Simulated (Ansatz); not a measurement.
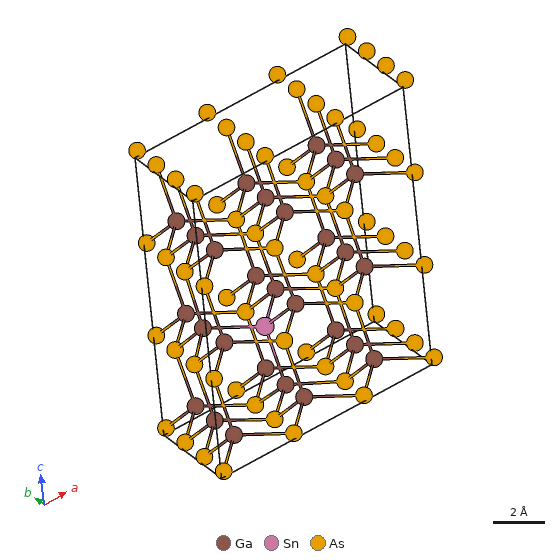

A ball-and-stick rendering, viewed slightly off an axis. Lines trace the edges of the supercell. The host is GaAs, in a cell of 54 sites, and the cell is neutral.

Which defect is modelled here, and what are its neighbours?

Answer. Tin on an arsenic site (a substitutional impurity). It is bonded to four Ga in a tetrahedral arrangement at about 2.5 Å.

Method used: DFT LDA, scalar-relativistic, plane waves, PAW in Ansatz 0.2.0. It ran with plane waves up to 420 eV, a 2×2×2 grid in reciprocal space, Gaussian smearing of 0.02 eV, collinear spins.

Is there a net moment in the defective cell?

Answer. No net moment.

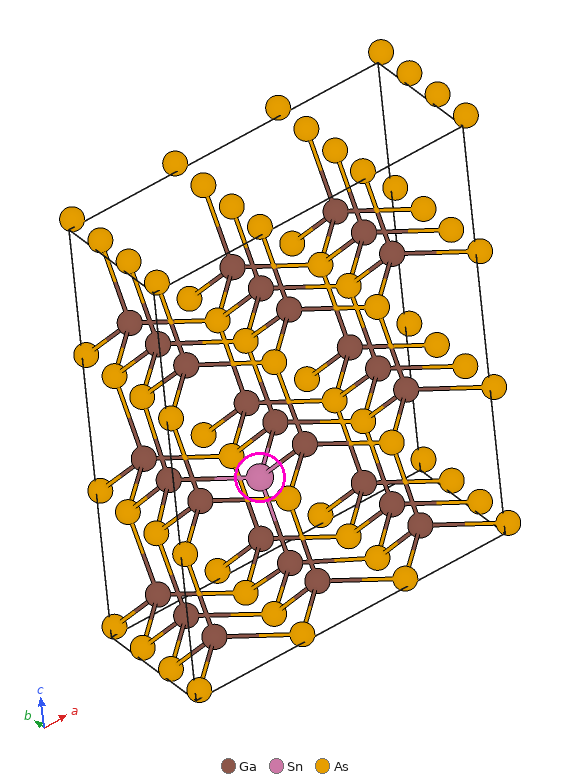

The same cell with a ring at the defect's site.

The atoms were relaxed in the host's cell with DFT LDA, scalar-relativistic, plane waves, PAW (Ansatz 0.2.0).
